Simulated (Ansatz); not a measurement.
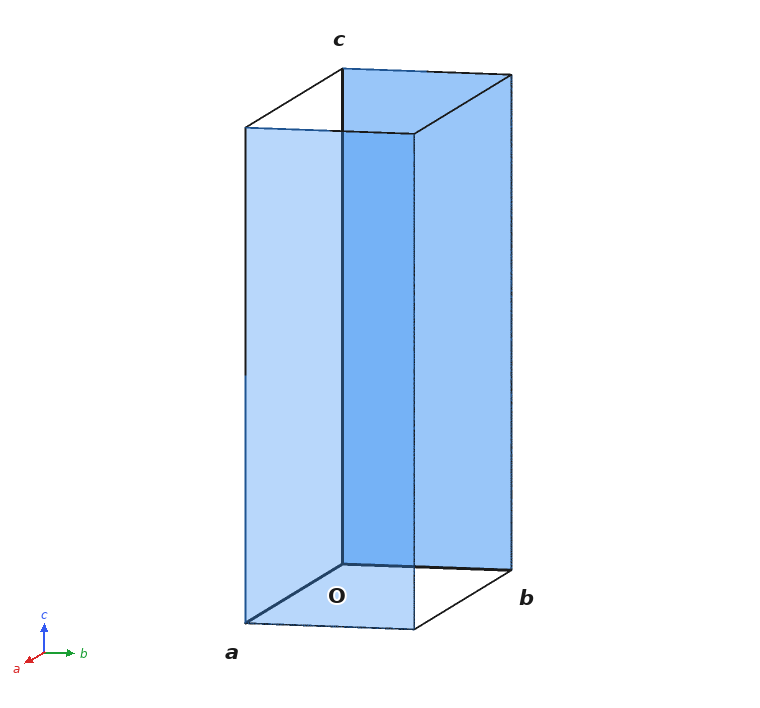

For Gd, the input geometry of an electronic-structure calculation (not necessarily at equilibrium); the starting structure was generated, so it need not be a known form of this composition: every member of one family of equally spaced planes, hx + ky + lz = a whole number, that cuts the unit cell is shaded (one member passes through the origin O). The drawing is computed from the coordinates (standard cell, symmetry found to 0.002 Å).

a = 3.619 Å, b = 3.619 Å, c = 11.684 Å, α = 90.00°, β = 90.00°, γ = 120.00°.

Which (hkl) family is drawn?

(1 0 0), in four indices (1 0 −1 0); the opposite sign names the same planes. The member next to the origin meets the axes a at 1, b never, c never.

What is the spacing?

d = 3.134 Å.
